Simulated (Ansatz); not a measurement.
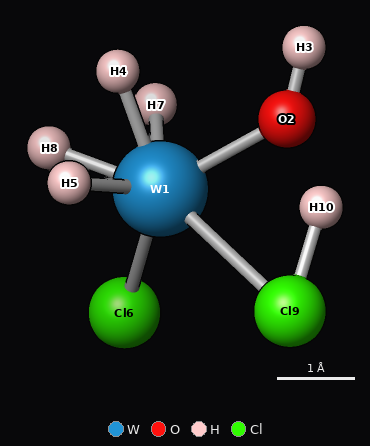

The structure (ball-and-stick view, seen at a tilt; atoms are numbered from 1 in the order of the input). Sticks mark near contacts. Bond lengths as drawn: Cl–H 1.44 Å, Cl–W 2.30 to 2.71 Å, H–O 0.96 Å, H–W 1.66 to 1.68 Å and O–W 1.98 Å.

Frequency calculation of WH₆Cl₂O

System: WH₆Cl₂O.
Method: RKS PBE0/def2-SVP (Ansatz 0.2.0).

It belongs to a series of runs on one base structure; here: vibrations at the highest image of the band. Figures and captions count atoms from 1; the log counts them from 0 in places.

**What the program printed**
```
Engine: ansatz 0.2.0, aarch64-unknown-linux-gnu
Functional definition: PBE0
  parameter a = 0.25
  parameter kappa = 0.804
  parameter beta = 0.06672455060314922
  exchange = (1 - a)*pbe_x(kappa = kappa, mu = beta*pi^2/3) + a*exact_x
  correlation = pbe_c(beta = beta)
1166 factors; integrals over basis functions are off by at most 3.1e-4 eV
mean field evaluation 1: about -28992.2897 eV, gradient 4.5e1 eV
mean field evaluation 2: about -28979.9881 eV, gradient 9.2e1 eV
mean field evaluation 4: about -28996.0265 eV, gradient 6.2e0 eV
mean field evaluation 8: about -28996.1803 eV, gradient 5.2e-1 eV
mean field evaluation 16: about -28996.1810 eV, gradient 7.3e-5 eV
mean field -28996.18102116 eV, -1065.5899982104 hartree, gradient 7.3e-5 eV, S^2 0.000000; 0 other end points of the search recorded, 0 dependent functions left out
the calculation of the forces begins
reference -28996.18106811 eV, -1065.5899999356 hartree; 31, 31 occupied and 81, 81 virtual orbitals, 1166 factors
these checks for a lower state are left out or cut short: stability, starts, cluster_reference, orbital_swaps, neighbouring_geometries, increment
1166 factors; integrals over basis functions are off by at most 3.1e-4 eV
mean field -28996.18083913 eV, -1065.5899915207 hartree, gradient 3.1e-6 eV, S^2 0.000000; 0 other end points of the search recorded, 0 dependent functions left out
[... from here on the field's lines of each further geometry are left out, up to the last ...]
the calculation of the forces begins
reference -28996.18112767 eV, -1065.5900021244 hartree; 31, 31 occupied and 81, 81 virtual orbitals, 1166 factors
these checks for a lower state are left out or cut short: stability, starts, cluster_reference, orbital_swaps, neighbouring_geometries, increment
1166 factors; integrals over basis functions are off by at most 3.1e-4 eV
mean field -28996.18091013 eV, -1065.5899941298 hartree, gradient 2.8e-6 eV, S^2 0.000000; 0 other end points of the search recorded, 0 dependent functions left out
the calculation of the forces begins
reference -28996.18095707 eV, -1065.5899958550 hartree; 31, 31 occupied and 81, 81 virtual orbitals, 1166 factors
WARN: phonons: modes at or below zero, which the zero-point energy, F, S and C_V leave out: 1, the lowest at -472.66 cm⁻¹. A minimum has none, and a first-order saddle one
Total energy: -28996.18106811 eV, -1065.5899999356 hartree
Atom 0 at    -0.574435     0.205584     0.147768 Å, force    -0.006406    -0.016309    -0.037899 eV/Å
Atom 1 at    -0.324149     0.182273     2.110842 Å, force    -0.016038    -0.020601     0.020547 eV/Å
Atom 2 at     0.363694    -0.213165     2.656856 Å, force     0.005935     0.004264    -0.005370 eV/Å
Atom 3 at     1.033703    -0.190803     0.272638 Å, force     0.010859     0.003437     0.009167 eV/Å
Atom 4 at     0.454754     1.313735    -0.587031 Å, force    -0.009574    -0.000242    -0.002463 eV/Å
Atom 5 at    -2.283269    -0.414973    -1.254057 Å, force     0.016851    -0.001205     0.003965 eV/Å
Atom 6 at    -0.114813    -1.393349     0.158485 Å, force    -0.001814     0.000844    -0.001948 eV/Å
Atom 7 at     0.279317    -0.437116    -1.117777 Å, force    -0.011719     0.009682     0.007085 eV/Å
Atom 8 at    -2.089998     2.034734     1.460580 Å, force    -0.026728     0.034367    -0.027202 eV/Å
Atom 9 at    -1.239106     1.192779     2.253195 Å, force     0.038635    -0.014238     0.034119 eV/Å
Dipole moment:     0.302799    -0.036730     0.672192 e Å
Vibrations: -472.66 66.64 117.14 190.59 301.22 387.53 420.38 494.77 521.22 566.69 649.85 731.23 795.47 914.02 943.60 986.55 1001.14 1181.84 1555.63 2109.88 2126.63 2151.98 2166.08 3908.08 cm⁻¹, zero-point energy 1.505675 eV
```

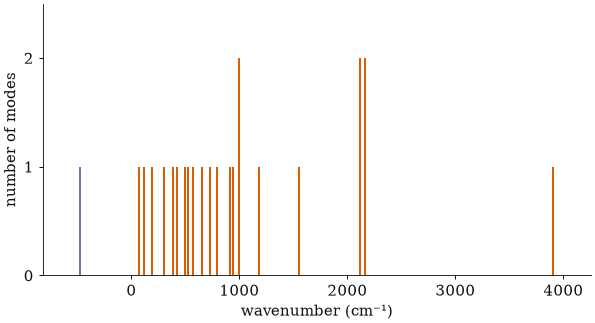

Harmonic vibrational wavenumbers from the force constants; neighbouring modes closer than 20 cm⁻¹ are counted in one stick, and imaginary ones are drawn at negative wavenumbers. 24 modes from 473i to 3908 cm⁻¹, 1 imaginary beyond 8i (473i cm⁻¹): a first-order saddle point, if the geometry is stationary.

This output came from the following input.

**Input file**
```yaml
crystal:
  periodic: [false, false, false]
  atoms:
    - { symbol: W, position_ang: [-0.574435, 0.205584, 0.147768] }
    - { symbol: O, position_ang: [-0.324149, 0.182273, 2.110842] }
    - { symbol: H, position_ang: [0.363694, -0.213165, 2.656856] }
    - { symbol: H, position_ang: [1.033703, -0.190803, 0.272638] }
    - { symbol: H, position_ang: [0.454754, 1.313735, -0.587031] }
    - { symbol: Cl, position_ang: [-2.283269, -0.414973, -1.254057] }
    - { symbol: H, position_ang: [-0.114813, -1.393349, 0.158485] }
    - { symbol: H, position_ang: [0.279317, -0.437116, -1.117777] }
    - { symbol: Cl, position_ang: [-2.089998, 2.034734, 1.46058] }
    - { symbol: H, position_ang: [-1.239106, 1.192779, 2.253195] }
basis:
  gaussian: { orbitals: def2-SVP }
hamiltonian:
  xc: pbe0
phonons: {}
```

Launch command:
```bash
ansatz run input.yaml --threads 2 --pin off --max-ram 3072MiB --backend cpu --events-out ev --progress --plain --runs-dir out
```

**Key numbers**

```json
{"quantity": "outcome", "value": "converged"}
{"quantity": "total energy", "value": "−28996.1811 eV"}
{"quantity": "mean-field energy", "value": "−28996.1811 eV"}
{"quantity": "largest force (length of the vector)", "value": "0.053 eV/Å"}
{"quantity": "hardware", "value": "2 threads of Arm Neoverse V1, 24 GiB of memory available, shared host"}
{"quantity": "wall time", "value": "2.6 min (CPU time 5.1 min)"}
{"quantity": "peak memory", "value": "0.27 GiB"}
```
